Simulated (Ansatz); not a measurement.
# AlGeHO (triplet): one geometry, many settings at a displaced geometry (v1)

Aim: run AlGeHO (triplet) at one geometry under a spread of methods and options, and see what each costs and gives.

Computed with Ansatz 0.2.0, Gaussian basis. Level: the settings change from run to run.

24 further runs of the same task are left out: 6 that didn't finish, 18 set aside as unsound or not needed. Runs told in other sessions of the task aren't counted.

## 1. The system

The geometry is a PBE0/def2-TZVP stationary point (not a proven minimum) with its atoms shifted at random (size 0.040 Å). No spin-orbit coupling is included. The filled d shell of Ge may be among the frozen orbitals whatever the setting's name suggests.

4 atoms, charge 0, spin multiplicity 3.

Atoms are counted from 1 here; the program's logs count them from 0.

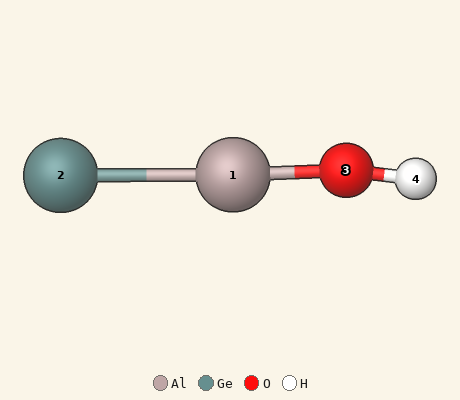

The structure; aluminium light grey, germanium teal, oxygen red, hydrogen white; atoms are numbered from 1 in the order of the file.

## 2. MP2 on UHF/cc-pVDZ

The input, in.yaml:

```yaml
crystal:
  periodic: [false, false, false]
  atoms:
    - {symbol: Al, position_ang: [0.002337, -0.001845, -0.435579]}
    - {symbol: Ge, position_ang: [0.001504, -0.017987, -2.865932]}
    - {symbol: O, position_ang: [0.049468, 0.041323, 1.162055]}
    - {symbol: H, position_ang: [-0.053309, -0.021491, 2.139457]}
basis:
  gaussian: {orbitals: cc-pVDZ}
magnetization: {spin_polarized: true, initial_magnetization: 2}
correlation: {method: mp2, electrons: valence}
```

Started as:

```
> ansatz run in.yaml --threads 1 --pin off --events-out ev --progress --plain --max-ram 2393MiB
```

The program printed:

```text
Functional definition: HF
  name "HF"
  cite "Fock, Z. Phys. 61, 126 (1930) doi:10.1007/BF01340294"
  parent pbe
  exchange = exact_x
  correlation = 0
682 factors; integrals over basis functions are off by at most 1.3e-3 eV
mean field evaluation 1: about -65106.3723 eV, gradient 2.5e1 eV
mean field evaluation 2: about -65106.3894 eV, gradient 2.5e1 eV
mean field evaluation 4: about -65109.1162 eV, gradient 1.7e0 eV
mean field evaluation 8: about -65109.1632 eV, gradient 3.1e-1 eV
mean field evaluation 16: about -65102.5146 eV, gradient 2.8e1 eV
mean field -65109.16612944 eV, -2392.7177226792 hartree, gradient 7.8e-6 eV, S^2 2.015416; 2 other end points of the search recorded, 0 dependent functions left out
15 core orbitals not correlated: weight in the atoms' cores, before any rotation towards them, 1.000 or more for the frozen orbitals, at most 0.000 for the correlated occupied ones
reference -65109.16612944 eV, -2392.7177226792 hartree; 13, 11 occupied and 36, 38 virtual orbitals, 682 factors
second order -8.42768138 eV of doubles, -0.00000000 eV of singles
Total energy: -65117.59381083 eV, -2393.0274342576 hartree
```

Run time: 2 s. Hardware: 1 thread of Arm Neoverse V1, shared host.

From the report: ⟨S²⟩ of the determinant 2.015 (pure triplet: 2.00).

## 3. BCCD(T) on ROHF/cc-pVDZ

Edit in.yaml of step 2 so:

```diff
@@ -9,3 +9,4 @@
   gaussian: {orbitals: cc-pVDZ}
-magnetization: {spin_polarized: true, initial_magnetization: 2}
-correlation: {method: mp2, electrons: valence}
+magnetization: {spin_polarized: false, initial_magnetization: 2}
+correlation: {method: bccd_t, electrons: outside_noble_gas, diis_vectors: 12}
+accuracy: high
```

The command is unchanged.

The program printed (excerpt; [...] marks lines left out):

```text
Functional definition: HF
  name "HF"
  cite "Fock, Z. Phys. 61, 126 (1930) doi:10.1007/BF01340294"
  parent pbe
[...]
1220 factors; integrals over basis functions are off by at most 1.0e-8 eV
[...]
mean field -65109.06870605 eV, -2392.7141424356 hartree, gradient 3.3e-8 eV, S^2 2.000000; 6 other end points of the search recorded, 0 dependent functions left out
determinant -65109.06870605 eV, -2392.7141424356 hartree, with singles and doubles -65117.79445902 eV, -2393.0348079424 hartree
determinant -65106.39309586 eV, -2392.6158155745 hartree, with singles and doubles -65115.26513972 eV, -2392.9418571729 hartree
determinant -65106.39305947 eV, -2392.6158142372 hartree, with singles and doubles -65115.23776246 eV, -2392.9408510770 hartree
determinant -65106.39032089 eV, -2392.6157135964 hartree, with singles and doubles -65115.23395341 eV, -2392.9407110969 hartree
determinant -65105.62345760 eV, -2392.5875318901 hartree, with singles and doubles -65114.29095725 eV, -2392.9060566274 hartree
20 core orbitals not correlated: weight in the atoms' cores, before any rotation towards them, 1.000 or more for the frozen orbitals, at most 0.000 for the correlated occupied ones
reference -65109.06870605 eV, -2392.7141424356 hartree; 8, 6 occupied and 36, 38 virtual orbitals, 1220 factors
second order -8.01600329 eV of doubles, -0.05227646 eV of singles
cycle   1  -8.70625701 eV  change    1.9e-2 eV  update   1.0e-2
[...]
cycle  24  -8.70670607 eV  change  -2.1e-10 eV  update  8.7e-10
perturbative correction -0.27127302 eV, -0.0099690994 hartree
Total energy: -65118.04668513 eV, -2393.0440770813 hartree
```

Run time: 20 s. Hardware: 1 thread of Arm Neoverse V1, shared host.

From the report: correlation -8.9780 eV; largest double amplitude 0.07.

## 4. CCSD(T) on ROHF/cc-pVDZ

Edit in.yaml of step 3 so:

```diff
@@ -10,3 +10,4 @@
 magnetization: {spin_polarized: false, initial_magnetization: 2}
-correlation: {method: bccd_t, electrons: outside_noble_gas, diis_vectors: 12}
+correlation: {method: ccsd_t, electrons: outside_noble_gas}
 accuracy: high
+output: {forces: true}
```

Same command.

The program printed (excerpt; [...] marks lines left out):

```text
Functional definition: HF
  name "HF"
  cite "Fock, Z. Phys. 61, 126 (1930) doi:10.1007/BF01340294"
  parent pbe
[...]
1220 factors; integrals over basis functions are off by at most 1.0e-8 eV
[...]
mean field -65109.06870605 eV, -2392.7141424356 hartree, gradient 3.3e-8 eV, S^2 2.000000; 6 other end points of the search recorded, 0 dependent functions left out
determinant -65109.06870605 eV, -2392.7141424356 hartree, with singles and doubles -65117.79445902 eV, -2393.0348079424 hartree
determinant -65106.39309586 eV, -2392.6158155745 hartree, with singles and doubles -65115.26513972 eV, -2392.9418571729 hartree
determinant -65106.39305947 eV, -2392.6158142372 hartree, with singles and doubles -65115.23776246 eV, -2392.9408510770 hartree
determinant -65106.39032089 eV, -2392.6157135964 hartree, with singles and doubles -65115.23395341 eV, -2392.9407110969 hartree
[...]
20 core orbitals not correlated: weight in the atoms' cores, before any rotation towards them, 1.000 or more for the frozen orbitals, at most 0.000 for the correlated occupied ones
reference -65109.06870605 eV, -2392.7141424356 hartree; 8, 6 occupied and 36, 38 virtual orbitals, 1220 factors
second order -8.01600329 eV of doubles, -0.05227646 eV of singles
cycle   1  -8.72538716 eV  change    3.7e-4 eV  update   6.2e-4
[...]
cycle  21  -8.72528657 eV  change  -3.5e-12 eV  update   1.2e-9
perturbative correction -0.25094570 eV, -0.0092220843 hartree
[...]
Total energy: -65118.04493832 eV, -2393.0440128872 hartree
Atom 0 at     0.002337    -0.001845    -0.435579 Å, force    -0.085178    -0.079236    -3.059771 eV/Å
Atom 1 at     0.001504    -0.017987    -2.865932 Å, force    -0.005363    -0.006489    -0.429714 eV/Å
Atom 2 at     0.049468     0.041323     1.162055 Å, force    -0.084852    -0.021963     5.087997 eV/Å
Atom 3 at    -0.053309    -0.021491     2.139457 Å, force     0.175392     0.107687    -1.598513 eV/Å
Dipole moment:    -0.047287    -0.026851     0.786755 e Å
```

Run time: 34 s. Hardware: 1 thread of Arm Neoverse V1, shared host; peak memory 0.34 GiB.

From the report: correlation -8.9762 eV; T1 0.020; largest double amplitude 0.07.

## 5. BCCD(T)/cc-pVDZ

Edit in.yaml of step 4 so:

```diff
@@ -10,4 +10,4 @@
 magnetization: {spin_polarized: false, initial_magnetization: 2}
-correlation: {method: ccsd_t, electrons: outside_noble_gas}
-accuracy: high
-output: {forces: true}
+hamiltonian: {xc: {name: PBE}}
+correlation: {method: bccd_t, electrons: outside_noble_gas}
+scf: {lower_state_search: full}
```

The command is unchanged.

The program printed (excerpt; [...] marks lines left out):

```text
Functional definition: PBE
  name "PBE"
  cite "Perdew, Burke & Ernzerhof, Phys. Rev. Lett. 77, 3865 (1996) doi:10.1103/PhysRevLett.77.3865"
  parent pbe
[...]
682 factors; integrals over basis functions are off by at most 1.3e-3 eV
[...]
mean field -65162.98426984 eV, -2394.6955028597 hartree, gradient 8.2e-7 eV, S^2 2.000000; 6 other end points of the search recorded, 0 dependent functions left out
[...]
20 core orbitals not correlated: weight in the atoms' cores, before any rotation towards them, 0.999 or more for the frozen orbitals, at most 0.000 for the correlated occupied ones
reference -65108.18379841 eV, -2392.6816226794 hartree; 8, 6 occupied and 36, 38 virtual orbitals, 682 factors
second order -8.52599677 eV of doubles, -0.45567327 eV of singles
cycle   1  -8.90633146 eV  change    6.3e-2 eV  update   1.0e-1
[...]
cycle  11  -9.24053661 eV  change   -1.7e-6 eV  update   1.6e-5
perturbative correction -0.27125342 eV, -0.0099683792 hartree
Total energy: -65117.69558843 eV, -2393.0311745153 hartree
```

It took 15 s on 1 thread of Arm Neoverse V1, shared host.

From the report: correlation -9.5118 eV; largest double amplitude 0.07.

## 6. BCCD/def2-SVP

The input, in.yaml:

```yaml
crystal:
  periodic: [false, false, false]
  atoms:
    - {symbol: Al, position_ang: [0.002337, -0.001845, -0.435579]}
    - {symbol: Ge, position_ang: [0.001504, -0.017987, -2.865932]}
    - {symbol: O, position_ang: [0.049468, 0.041323, 1.162055]}
    - {symbol: H, position_ang: [-0.053309, -0.021491, 2.139457]}
basis:
  gaussian: {orbitals: def2-SVP}
magnetization: {spin_polarized: true, initial_magnetization: 2}
hamiltonian: {xc: {name: r2SCAN}}
correlation: {method: bccd, electrons: outside_noble_gas, diis_vectors: 4}
scf: {omitted_lower_state_checks: [cluster_reference]}
```

The command is unchanged.

The program printed (excerpt; [...] marks lines left out):

```text
Functional definition: r2SCAN
  name "r2SCAN"
  cite "Furness, Kaplan, Ning, Perdew & Sun, J. Phys. Chem. Lett. 11, 8208 (2020) doi:10.1021/acs.jpclett.0c02405"
  cite "Furness, Kaplan, Ning, Perdew & Sun, J. Phys. Chem. Lett. 11, 9248 (2020) doi:10.1021/acs.jpclett.0c03077"
  parent r2scan
[...]
652 factors; integrals over basis functions are off by at most 1.2e-3 eV
[...]
mean field -65165.59490495 eV, -2394.7914419303 hartree, gradient 5.2e-6 eV, S^2 2.007850; 0 other end points of the search recorded, 0 dependent functions left out
20 core orbitals not correlated: weight in the atoms' cores, before any rotation towards them, 0.999 or more for the frozen orbitals, at most 0.000 for the correlated occupied ones
reference -65098.41818298 eV, -2392.3227429317 hartree; 8, 6 occupied and 41, 43 virtual orbitals, 652 factors
second order -8.36286482 eV of doubles, -0.27802318 eV of singles
cycle   1  -8.66357778 eV  change   -2.9e-2 eV  update   9.3e-2
[...]
cycle  13  -8.98703081 eV  change    6.2e-7 eV  update   9.7e-6
Total energy: -65107.40521378 eV, -2392.6530102222 hartree
Checks for a lower state left out: cluster_reference
```

Run time: 11 s. Hardware: 1 thread of Arm Neoverse V1, shared host.

From the report: ⟨S²⟩ of the determinant 2.008 (pure triplet: 2.00); correlation -8.9870 eV; largest double amplitude 0.07.

## 7. CCSD/6-31G

Edit in.yaml of step 6 so:

```diff
@@ -8,6 +8,6 @@
 basis:
-  gaussian: {orbitals: def2-SVP}
+  gaussian: {orbitals: 6-31G, fitting: {mean_field: def2-universal-jkfit}}
 magnetization: {spin_polarized: true, initial_magnetization: 2}
 hamiltonian: {xc: {name: r2SCAN}}
-correlation: {method: bccd, electrons: outside_noble_gas, diis_vectors: 4}
-scf: {omitted_lower_state_checks: [cluster_reference]}
+correlation: {method: ccsd, electrons: outside_noble_gas}
+output: {forces: true}
```

The command is unchanged.

The program printed (excerpt; [...] marks lines left out):

```text
Functional definition: r2SCAN
  name "r2SCAN"
  cite "Furness, Kaplan, Ning, Perdew & Sun, J. Phys. Chem. Lett. 11, 8208 (2020) doi:10.1021/acs.jpclett.0c02405"
  cite "Furness, Kaplan, Ning, Perdew & Sun, J. Phys. Chem. Lett. 11, 9248 (2020) doi:10.1021/acs.jpclett.0c03077"
  parent r2scan
[...]
489 factors; integrals over basis functions are off by at most 2.0e-2 eV
[...]
mean field -65164.92366420 eV, -2394.7667742877 hartree, gradient 3.1e-6 eV, S^2 2.003697; 0 other end points of the search recorded, 0 dependent functions left out
20 core orbitals not correlated: weight in the atoms' cores, before any rotation towards them, 0.998 or more for the frozen orbitals, at most 0.000 for the correlated occupied ones
reference -65098.84631256 eV, -2392.3384764037 hartree; 8, 6 occupied and 25, 27 virtual orbitals, 489 factors
second order -5.33577902 eV of doubles, -0.31273618 eV of singles
cycle   1  -5.41330061 eV  change    2.2e-1 eV  update   1.0e-1
[...]
cycle  14  -5.72622482 eV  change    6.5e-7 eV  update   1.2e-6
[...]
Total energy: -65104.57253738 eV, -2392.5489112846 hartree
Atom 0 at     0.002337    -0.001845    -0.435579 Å, force    -0.030748    -0.038943    -2.470908 eV/Å
Atom 1 at     0.001504    -0.017987    -2.865932 Å, force    -0.002708    -0.008849    -1.100780 eV/Å
Atom 2 at     0.049468     0.041323     1.162055 Å, force    -0.236539    -0.124731     5.076631 eV/Å
Atom 3 at    -0.053309    -0.021491     2.139457 Å, force     0.269995     0.172523    -1.504943 eV/Å
Dipole moment:    -0.063738    -0.037849     0.812455 e Å
```

Run time: 14 s. Hardware: 1 thread of Arm Neoverse V1, shared host.

From the report: ⟨S²⟩ of the determinant 2.004 (pure triplet: 2.00); correlation -5.7262 eV; T1 0.019; largest double amplitude 0.07. The orbitals are Kohn-Sham ones, so correlation energy and T1 don't compare with those on Hartree-Fock orbitals.

## 8. CCSD(T) on ROHF/cc-pVDZ

The input, in.yaml:

```yaml
crystal:
  periodic: [false, false, false]
  atoms:
    - {symbol: Al, position_ang: [0.002337, -0.001845, -0.435579]}
    - {symbol: Ge, position_ang: [0.001504, -0.017987, -2.865932]}
    - {symbol: O, position_ang: [0.049468, 0.041323, 1.162055]}
    - {symbol: H, position_ang: [-0.053309, -0.021491, 2.139457]}
basis:
  gaussian: {orbitals: cc-pVDZ}
magnetization: {spin_polarized: false, initial_magnetization: 2}
correlation: {method: ccsd_t, electrons: outside_noble_gas}
scf: {lower_state_search: off}
```

Same command.

The program printed (excerpt; [...] marks lines left out):

```text
Functional definition: HF
  name "HF"
  cite "Fock, Z. Phys. 61, 126 (1930) doi:10.1007/BF01340294"
  parent pbe
[...]
682 factors; integrals over basis functions are off by at most 1.3e-3 eV
[...]
mean field -65109.06855804 eV, -2392.7141369963 hartree, gradient 2.7e-6 eV, S^2 2.000000; 0 other end points of the search recorded, 0 dependent functions left out
20 core orbitals not correlated: weight in the atoms' cores, before any rotation towards them, 1.000 or more for the frozen orbitals, at most 0.000 for the correlated occupied ones
reference -65109.06855804 eV, -2392.7141369963 hartree; 8, 6 occupied and 36, 38 virtual orbitals, 682 factors
second order -8.01598035 eV of doubles, -0.05227679 eV of singles
cycle   1  -8.40970530 eV  change   -3.4e-1 eV  update   8.8e-2
[...]
cycle  11  -8.72527631 eV  change   -4.8e-6 eV  update   9.2e-6
perturbative correction -0.25094579 eV, -0.0092220877 hartree
Total energy: -65118.04478014 eV, -2393.0440070742 hartree
Checks for a lower state left out: stability, starts, cluster_reference, orbital_swaps, neighbouring_geometries, increment
```

Wall time 2.4 s (1 thread of Arm Neoverse V1, shared host).

From the report: correlation -8.9762 eV; T1 0.020; largest double amplitude 0.07.

## 9. HF (UHF)/cc-pVDZ

Edit in.yaml of step 8 so:

```diff
@@ -9,4 +9,5 @@
   gaussian: {orbitals: cc-pVDZ}
-magnetization: {spin_polarized: false, initial_magnetization: 2}
-correlation: {method: ccsd_t, electrons: outside_noble_gas}
-scf: {lower_state_search: off}
+magnetization: {spin_polarized: true, initial_magnetization: 2}
+hamiltonian: {xc: hf}
+scf: {lower_state_search: light}
+output: {orbitals: {seedname: orbitals}}
```

Launched as before.

The program printed:

```text
Functional definition: HF
  name "HF"
  cite "Fock, Z. Phys. 61, 126 (1930) doi:10.1007/BF01340294"
  parent pbe
  exchange = exact_x
  correlation = 0
682 factors; integrals over basis functions are off by at most 1.3e-3 eV
mean field evaluation 1: about -65106.3723 eV, gradient 2.5e1 eV
mean field evaluation 2: about -65106.3894 eV, gradient 2.5e1 eV
mean field evaluation 4: about -65109.1162 eV, gradient 1.7e0 eV
mean field evaluation 8: about -65109.1632 eV, gradient 3.1e-1 eV
mean field evaluation 16: about -65102.5146 eV, gradient 2.8e1 eV
mean field evaluation 32: about -65098.6616 eV, gradient 9.2e0 eV
mean field -65109.16612944 eV, -2392.7177226792 hartree, gradient 1.7e-5 eV, S^2 2.015416; 0 other end points of the search recorded, 0 dependent functions left out
reference -65109.16612944 eV, -2392.7177226792 hartree; 28, 26 occupied and 36, 38 virtual orbitals, 682 factors
Total energy: -65109.16612944 eV, -2392.7177226792 hartree
```

Wall time 1.9 s (1 thread of Arm Neoverse V1, shared host).

From the report: ⟨S²⟩ of the determinant 2.015 (pure triplet: 2.00).

## 10. MP2 on ROHF/cc-pVDZ

Edit in.yaml of step 9 so:

```diff
@@ -9,5 +9,3 @@
   gaussian: {orbitals: cc-pVDZ}
-magnetization: {spin_polarized: true, initial_magnetization: 2}
-hamiltonian: {xc: hf}
-scf: {lower_state_search: light}
-output: {orbitals: {seedname: orbitals}}
+magnetization: {spin_polarized: false, initial_magnetization: 2}
+correlation: {method: mp2, electrons: outside_noble_gas}
```

The command is unchanged.

The program printed:

```text
Functional definition: HF
  name "HF"
  cite "Fock, Z. Phys. 61, 126 (1930) doi:10.1007/BF01340294"
  parent pbe
  exchange = exact_x
  correlation = 0
682 factors; integrals over basis functions are off by at most 1.3e-3 eV
mean field evaluation 1: about -65106.2658 eV, gradient 3.6e1 eV
mean field evaluation 2: about -65106.2820 eV, gradient 3.6e1 eV
mean field evaluation 4: about -65109.0410 eV, gradient 1.8e0 eV
mean field evaluation 8: about -65109.0679 eV, gradient 1.6e-1 eV
mean field evaluation 16: about -65102.4798 eV, gradient 3.9e1 eV
mean field -65109.06855804 eV, -2392.7141369963 hartree, gradient 2.7e-6 eV, S^2 2.000000; 2 other end points of the search recorded, 0 dependent functions left out
mean field evaluation 32: about -65109.1544 eV, gradient 5.7e-1 eV
20 core orbitals not correlated: weight in the atoms' cores, before any rotation towards them, 1.000 or more for the frozen orbitals, at most 0.000 for the correlated occupied ones
reference -65109.06855804 eV, -2392.7141369963 hartree; 8, 6 occupied and 36, 38 virtual orbitals, 682 factors
second order -8.01598035 eV of doubles, -0.05227679 eV of singles
Total energy: -65117.13681518 eV, -2393.0106399774 hartree
```

Run time: 2.7 s. Hardware: 1 thread of Arm Neoverse V1, shared host.

## 11. All runs side by side

Where basis and cores are those of an earlier UCCSDT(Q)/cc-pVDZ run (-65118.1142 eV), and the records show the same count of frozen orbitals and kind of state, the miss against it is given; a blank cell means that this couldn't be shown.

| level | correlated | functions | energy (eV) | from UCCSDT(Q) (meV) | time |
| --- | --- | --- | --- | --- | --- |
| MP2 on UHF/cc-pVDZ | valence | 64 | -65117.5938 |  | 2 s |
| BCCD(T) on ROHF/cc-pVDZ | outside noble gas | 64 | -65118.0467 | 67.5 | 20 s |
| CCSD(T) on ROHF/cc-pVDZ | outside noble gas | 64 | -65118.0449 | 69.2 | 34 s |
| BCCD(T)/cc-pVDZ (on PBE orbitals) | outside noble gas | 64 | -65117.6956 | 418.6 | 15 s |
| BCCD/def2-SVP (on r2SCAN orbitals) | outside noble gas | 69 | -65107.4052 |  | 11 s |
| CCSD/6-31G (on r2SCAN orbitals) | outside noble gas | 53 | -65104.5725 |  | 14 s |
| CCSD(T) on ROHF/cc-pVDZ | outside noble gas | 64 | -65118.0448 | 69.4 | 2.4 s |
| HF (UHF)/cc-pVDZ |  | 64 | -65109.1661 | 8948.1 | 1.9 s |
| MP2 on ROHF/cc-pVDZ | outside noble gas | 64 | -65117.1368 | 977.4 | 2.7 s |

## 12. Results

| quantity | value |
| --- | --- |
| runs | 9 |
| quickest | HF (UHF)/cc-pVDZ, 1.9 s |
| slowest | CCSD(T) on ROHF/cc-pVDZ, 34 s |

**Reading.** Total energies in different bases, with other cores or another treatment of relativity can't be set against each other. «valence» and «outside noble gas» are the program's key words; the logs give how many orbitals each freezes, and for Ga to Kr the 3d shell needn't follow the word's plain sense. CCSD(T) on ROHF/cc-pVDZ took 18 times as long as HF (UHF)/cc-pVDZ; the jobs differ in more than the method. Among the correlated runs with a miss given, it spans +67 to +977 meV. Hartree-Fock, CASSCF and CASCI lack dynamic correlation by design. Cores frozen from Kohn-Sham orbitals shift the total energy.
